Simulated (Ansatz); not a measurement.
**C₂H₃BrCuF (SMILES C[C+](F)[Cu-][Br]): density, localisation and related maps**

Input file:

```
crystal:
  periodic: [false, false, false]
  atoms:
    - symbol: C
      position_ang: [-0.368126, 0.406102, 0.714466]
    - symbol: C
      position_ang: [0.712983, -0.527169, 1.064685]
    - symbol: Br
      position_ang: [3.231969, -2.322540, -1.584290]
    - symbol: Cu
      position_ang: [1.882462, -1.363170, -0.097358]
    - symbol: F
      position_ang: [0.725424, -0.745907, 2.350224]
    - symbol: H
      position_ang: [-1.212151, -0.234948, 0.387808]
    - symbol: H
      position_ang: [-0.705671, 1.022945, 1.561070]
    - symbol: H
      position_ang: [-0.094054, 1.010611, -0.161423]
basis:
  gaussian: {orbitals: def2-TZVPD}
hamiltonian: {xc: pbe0}
output: {forces: true, orbitals: {seedname: orbitals}}
```

Command:

```sh
ansatz run input.yaml --threads 2 --pin off --max-ram 4350MiB --events-out events.jsonl --progress --plain --runs-dir runs
```

Geometry: PBE0-D3(BJ)/def2-SVP.

Theory: isolated molecule in a Gaussian basis; Kohn-Sham density functional theory, functional PBE0 (Ansatz 0.2.0).

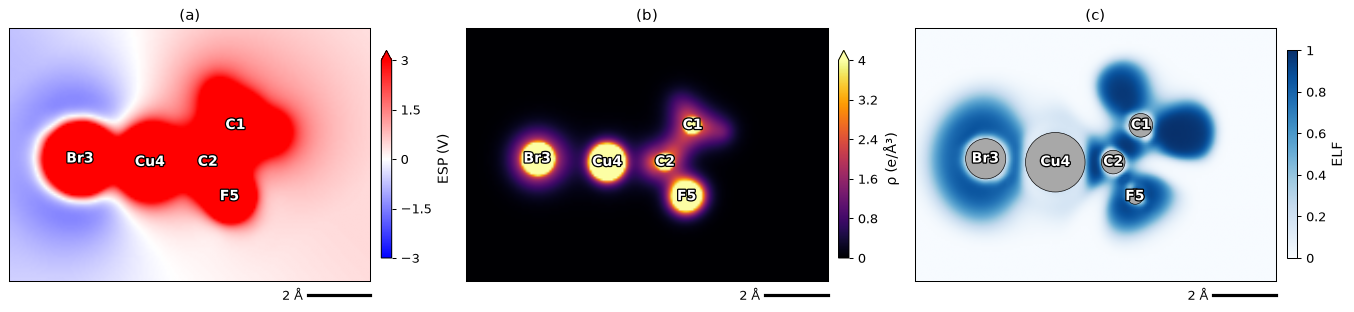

Figure 1. (a) electrostatic potential; (b) electron density; (c) ELF on the plane of atoms Cu4, C2 and F5. Grey discs cover the atomic cores in the ELF map.

Question: What do the fields say about this system?

Answer:
- Atoms in the plane: C, Br, Cu and F.
- C–F (1.30 Å): the density is about 2.6 e/Å³ at the midpoint; the ELF peaks at about 0.85 between the atoms: a polar covalent bond.
- C–C (1.47 Å): ρ is about 1.9 e/Å³ halfway; the ELF peaks at about 0.95 between the atoms (localised, covalent bonding).
- C–Cu (1.85 Å): ρ is about 0.93 e/Å³ halfway; the ELF peaks at about 0.95 in the valence shell of C, 0.6 Å from its nucleus, and is about 0.30 at the midpoint.
- Cu–Br (2.23 Å): the density is about 0.66 e/Å³ at the midpoint; the ELF peaks at about 0.75 in the valence shell of Br, 0.9 Å from its nucleus, and is about 0.55 at the midpoint.
- The ELF also peaks beside F5, away from the bonds: lone-pair regions.
- Outside the dense part of the molecule the potential is most negative (−1.4 V) near Br3.

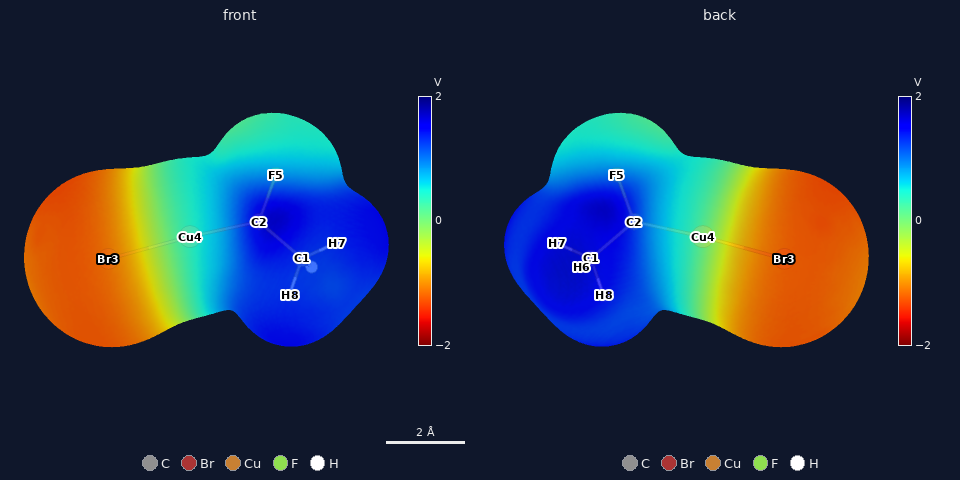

Figure 2. The molecular electrostatic potential painted on the density surface at 0.001 e/bohr³, seen from the front and from behind; the colour scale runs from red (negative) to blue (positive).

Question: Describe the electrostatic potential map.

Answer: The most negative region (about −1.3 V) lies over Br3, the most positive (about +1.7 V) over C2 and H6.

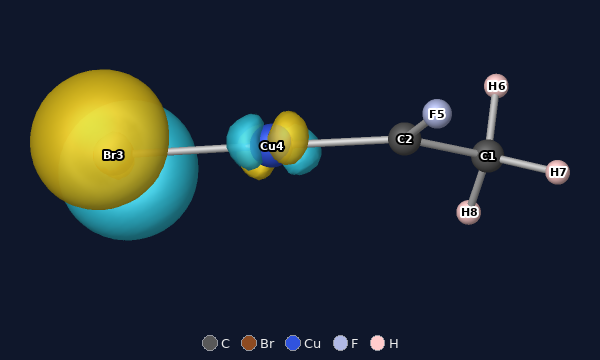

Figure 3. One frontier orbital at ±0.2 Å⁻³ᐟ² (yellow and cyan are the two phases), seen from one side.

Question: Which orbital is it: HOMO or LUMO?

Answer: The HOMO, at −7.02 eV. By Hirshfeld shares it lies mainly on Br3 (about 85 %) and Cu4 (about 15 %); largely a lone pair of Br3.

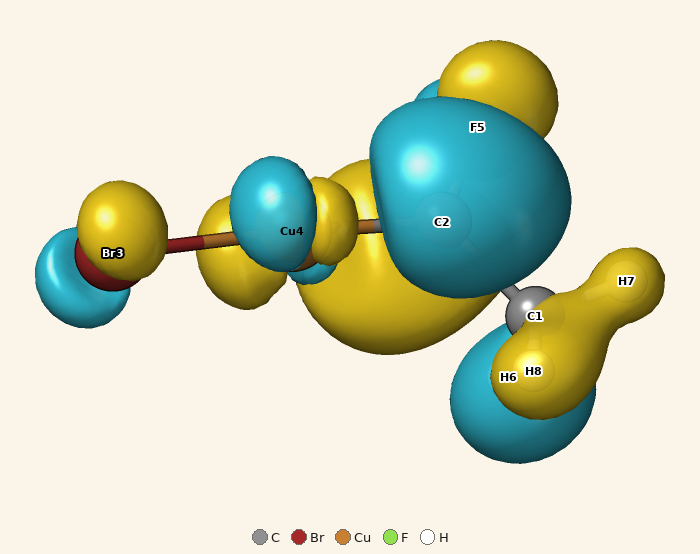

Figure 4. The LUMO at ±0.08 Å⁻³ᐟ² (yellow and cyan are the two phases), seen at a tilt.

Question: Describe this orbital and give its energy.

Answer: It lies mainly on C2 (about 50 %), Cu4 (about 15 %), F5 (about 10 %) and C1 (about 10 %). Its energy is −3.60 eV.
